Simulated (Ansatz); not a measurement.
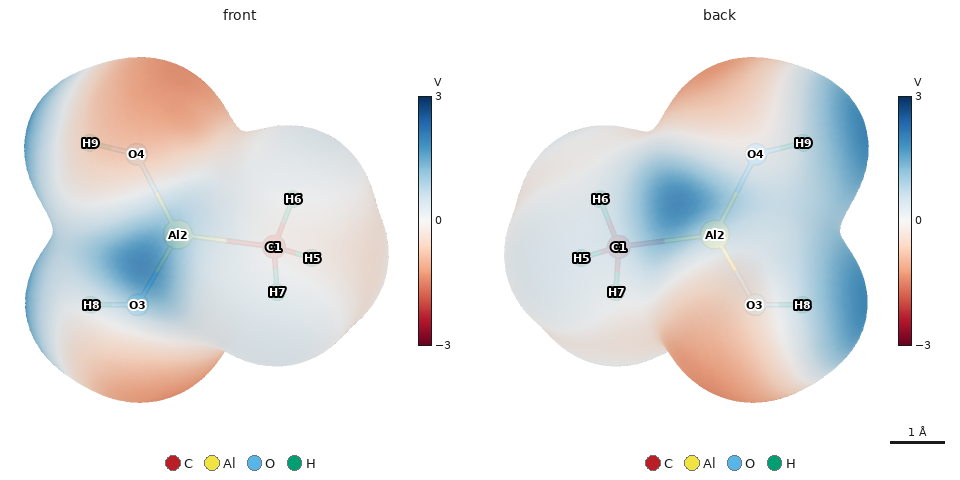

The picture shows: CH₅AlO₂. The electrostatic potential painted on the density surface at 0.001 e/bohr³, seen from the front and from behind; red is negative and blue positive.

Geometry: PBE0-D4/def2-TZVP.

Method: RKS PBE0-D4/def2-TZVPP in Ansatz.

The calculation's input:

```
crystal:
  periodic: [false, false, false]
  atoms:
    - {symbol: C, position_ang: [-0.048532, 1.086897, -1.053153]}
    - {symbol: Al, position_ang: [0.022737, -0.299849, 0.292109]}
    - {symbol: O, position_ang: [1.027406, -1.641608, 0.023725]}
    - {symbol: O, position_ang: [-0.918634, -0.136706, 1.695555]}
    - {symbol: H, position_ang: [-0.449279, 0.697827, -1.993619]}
    - {symbol: H, position_ang: [-0.676326, 1.922521, -0.737759]}
    - {symbol: H, position_ang: [0.950901, 1.472359, -1.272774]}
    - {symbol: H, position_ang: [1.135639, -2.382262, 0.615903]}
    - {symbol: H, position_ang: [-0.955312, -0.765378, 2.412915]}
basis:
  gaussian: {orbitals: def2-TZVPP}
hamiltonian: {xc: pbe0, dispersion: d4}
output: {orbitals: {seedname: orbitals}}
```

Launched as:

```sh
ansatz run in.yaml --threads 4 --pin off --events-out ev --progress --plain --max-ram 10444MiB
```

**Which sites attract a positive test charge, and which a negative one?**

A positive charge is drawn to the negative regions and a negative charge to the positive ones. The most negative region (about −1.3 V, or −30 kcal/mol for a unit charge) lies over O3 and O4, the most positive (about +2.0 V, or +46 kcal/mol for a unit charge) over Al2.
